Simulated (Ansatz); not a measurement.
**F₂Ga₂H₆N₂ (SMILES [F][GaH-]1[NH2+][GaH-]([F])[NH2+]1): density, localisation and related maps**

```yaml
atoms:
  - { symbol: F, position_ang: [-1.9585, 0.6525, 1.1661] }
  - { symbol: F, position_ang: [1.2245, -3.1584, 2.6679] }
  - { symbol: Ga, position_ang: [-1.5198, -0.5302, 2.4139] }
  - { symbol: Ga, position_ang: [0.7883, -1.9768, 1.4182] }
  - { symbol: N, position_ang: [-1.1990, -2.1794, 1.3297] }
  - { symbol: N, position_ang: [0.4675, -0.3262, 2.5003] }
  - { symbol: H, position_ang: [-2.3333, -0.6331, 3.7348] }
  - { symbol: H, position_ang: [-1.6198, -2.1127, 0.4023] }
  - { symbol: H, position_ang: [-1.5105, -3.0596, 1.7418] }
  - { symbol: H, position_ang: [1.6036, -1.8760, 0.0982] }
  - { symbol: H, position_ang: [0.8891, -0.3910, 3.4274] }
  - { symbol: H, position_ang: [0.7777, 0.5535, 2.0864] }
```

Geometry: PBE0-D4/def2-SVP.

These are results of isolated molecule in a Gaussian basis; Kohn-Sham density functional theory, functional PBE0 in Ansatz 0.2.0, not measurements.

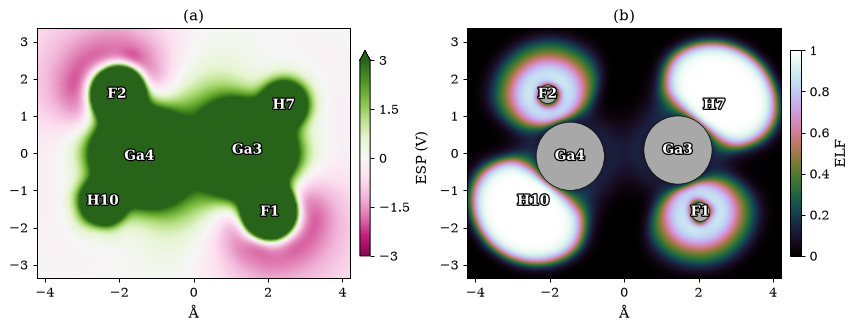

Figure 1. (a) molecular electrostatic potential; (b) electron localisation function on the plane of atoms F1, Ga3 and H7. Grey discs cover the atomic cores in the ELF map.

### What do the fields say about this system?

- The section cuts through F, Ga and H sites.
- Ga–F (1.77 Å): the ELF peaks at about 0.80 in the valence shell of F, 0.5 Å from its nucleus, and is about 0.15 at the midpoint.
- Ga–H (1.55 Å): the ELF climbs to about 1 towards the hydrogen.
- The ELF also peaks beside F1 and F2, away from the bonds: lone-pair regions.
- Outside the dense part of the molecule the potential is most negative (−2.0 V) near F1 and F2.

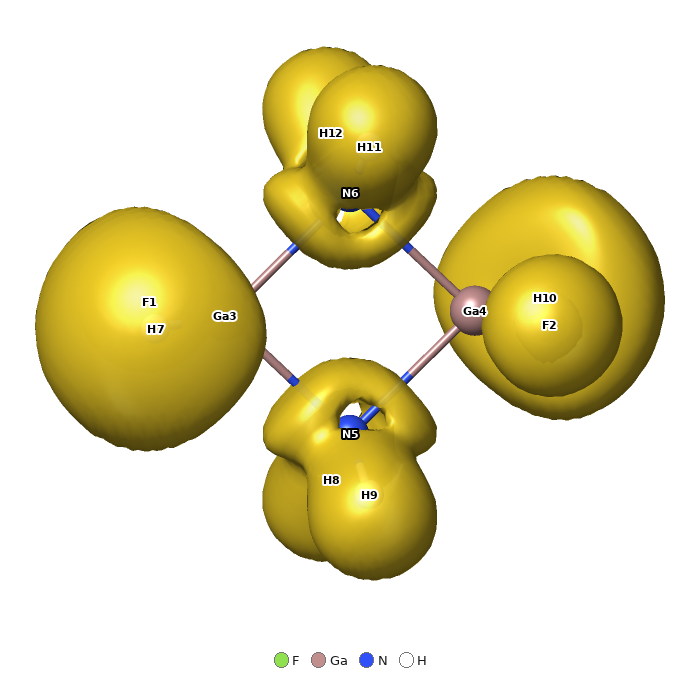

Figure 2. Isosurface of the ELF at 0.75 (yellow), seen across its widest extent. Only the valence region is drawn (cores and ρ < 0.01 e/Å³ removed).

### What do the ELF domains correspond to?

The surface consists of two regions around hydrogen nuclei, two regions wrapped around F (the valence shell of each) and two joined regions spread over several atoms (H, N), in which their bonds and any lone pairs are merged.


 Ga–N (2.00 Å): the ELF peaks at about 0.90 in the valence shell of N, 0.7 Å from its nucleus, and is about 0.35 at the midpoint.

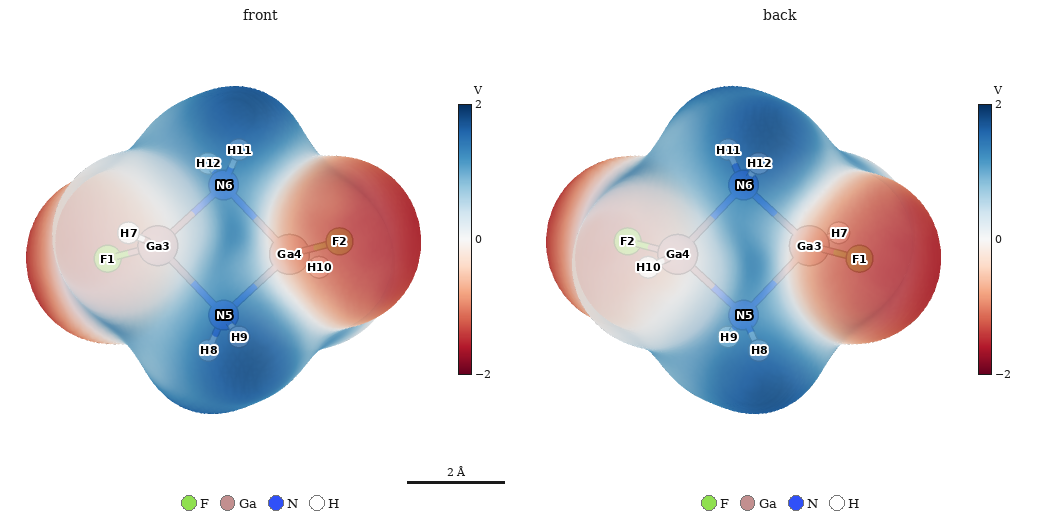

Figure 3. The electrostatic potential painted on the density surface at 0.001 e/bohr³, seen from the front and from behind; the colour scale runs from red (negative) to blue (positive).

### Where is the surface potential most negative and most positive?

The most negative region (about −1.5 V, or −35 kcal/mol for a unit charge) lies over F1 and F2, the most positive (about +1.7 V, or +39 kcal/mol for a unit charge) over H8, H9, H11 and H12.
